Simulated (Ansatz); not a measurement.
H₄W···HCl

Input

```
crystal:
  periodic: [false, false, false]
  atoms:
    - { symbol: W, position_ang: [0.0, 0.0, 0.0] }
    - { symbol: Cl, position_ang: [1.1194, 0.0, 2.3356] }
    - { symbol: H, position_ang: [1.8219, 0.0, 0.6057] }
    - { symbol: H, position_ang: [0.0, 1.72, 0.0] }
    - { symbol: H, position_ang: [-1.72, 0.0, 0.0] }
    - { symbol: H, position_ang: [0.0, -1.72, 0.0] }
    - { symbol: H, position_ang: [0.0, 0.0, -1.72] }
basis:
  gaussian: { orbitals: def2-SVP }
hamiltonian:
  xc: pbe0
  dispersion: d4
relax:
  f_tol: 0.15
  max_steps: 25
  restrain:
    - { distance: [1, 2], at: 1.37, k: 30.0 }
    - { distance: [0, 1], at: 3.59, k: 30.0 }
    - { distance: [0, 2], at: 2.92, k: 30.0 }
output:
  orbitals: {}
```

Command:

```sh
ansatz run input.yaml --threads 1 --pin off --max-ram 2048MiB --backend cpu --events-out ev --progress --plain --runs-dir out
```

The fields are those of the run's last geometry, not of the input's.

Core potentials replace the inner electrons of W; not at a stationary point (largest force 1.2 eV/Å).

Computed with RKS PBE0-D4/def2-SVP in Ansatz 0.2.0.

### What can the converged electron density and electron localisation function tell about the bonding?

W–H (1.70 Å): ρ is about 1.4 e/Å³ halfway; the ELF climbs to about 1 towards the hydrogen.

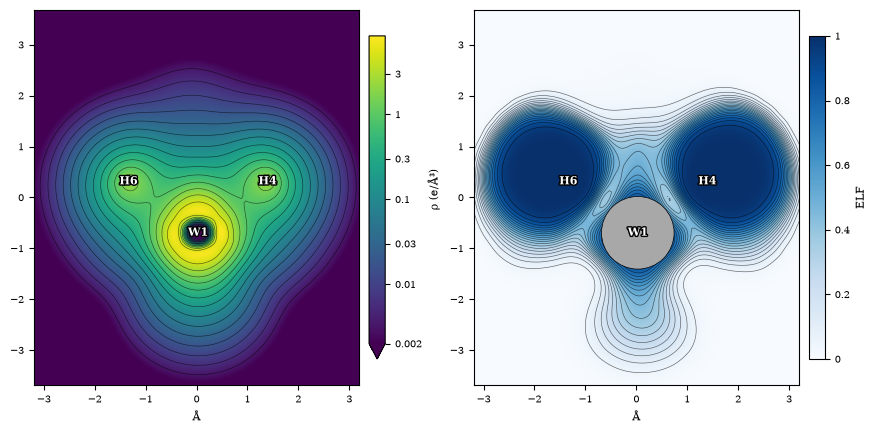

Computed electron density and electron localisation function on the plane of atoms H4, W1 and H6, in this order. Grey discs cover the atomic cores in the ELF map. 
